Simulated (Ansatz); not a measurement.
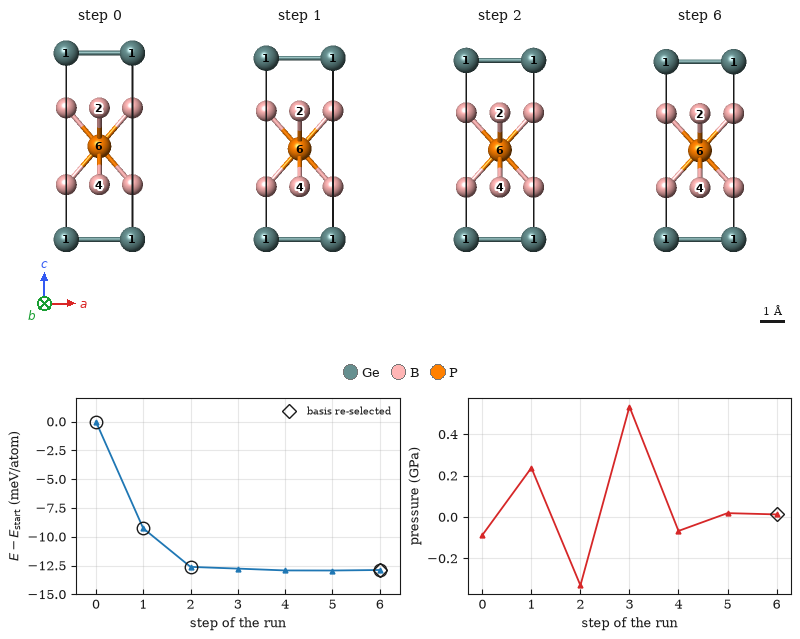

Frames of a relaxation of solid GeB$_{4}$P (a generated structure, set up in P4/mmm), marked on the history of the run. Style: ball-and-stick. Shown: the cell of the calculation, along the b axis.

Level of theory: Ansatz 0.2.0, DFT PBE, scalar-relativistic, plane waves, PAW. Set-up: plane-wave cutoff 420 eV; k-point mesh 14 × 14 × 6; occupations gaussian; smearing width 0.1 eV; no spin polarisation; cell and atoms relaxed; force threshold 0.01 eV/Å; at most 80 steps.

### Describe the path.

The largest moves relative to the cell, 0.019 Å, are those of B atoms. P and Ge stay in place. The volume changes by −1.0 %, with a = b 2.766 → 2.818 Å (+1.9 %), c 7.792 → 7.432 Å (−4.6 %). Some distances before and after: Ge–Ge 2.766 → 2.818 Å, B–P 2.118 → 2.094 Å. Among the angles between lasting bonds that change: P–B–P 81.5° → 84.6°. The space group stays P4/mmm (No. 123). The energy falls by 12.9 meV per atom in 5 accepted moves (6 points after the start). Largest force component: 0.085 eV/Å at the start, 0.00034 eV/Å at the end. The pressure goes from −0.09 to 0.01 GPa. The SCF was repeated once at an unchanged geometry on a basis and grid sized afresh for the cell, which shifted the energy by less than 0.05 meV per atom at most. The run took 100 s on 1 thread of Arm Neoverse V1, with other jobs on the host, peak memory 0.45 GiB. From step 0 to 1: B atoms move most (0.02 Å), volume −1.1 %, energy −9.3 meV per atom. From step 1 to 2: volume +0.5 %, energy −3.3 meV per atom. From step 2 to 6: volume −0.3 %, energy −0.3 meV per atom.
